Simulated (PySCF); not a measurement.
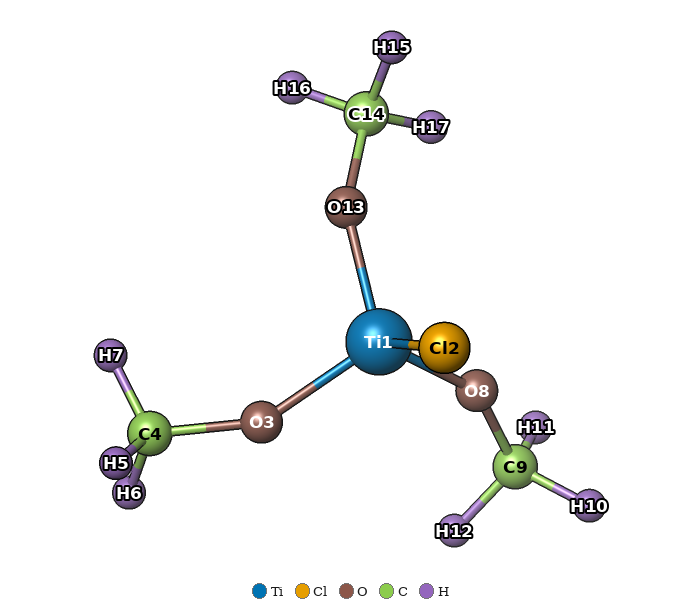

Charge 0, singlet. Computed geometry: PBE0-D3(BJ)/def2-SVP optimisation. No frequency run is at hand to confirm it as a minimum. Method: delta-SCF UKS SCAN, pcX-2 on the ionised atom (unc-x2c-TZVPall on a metal), pcseg-1 elsewhere, spin-free X2C (PySCF 2.14.0).

Give the core-electron binding energies (to vacuum; p and d levels without spin–orbit splitting) of Ti1 2p, Cl2 1s, Cl2 2p, O3 1s, C4 1s.

```json
{"atom": "Ti1", "level": "2p", "binding energy (eV)": "464.6"}
{"atom": "Cl2", "level": "1s", "binding energy (eV)": "2826.8"}
{"atom": "Cl2", "level": "2p", "binding energy (eV)": "204.8"}
{"atom": "O3", "level": "1s", "binding energy (eV)": "537.5"}
{"atom": "C4", "level": "1s", "binding energy (eV)": "292.4"}
```
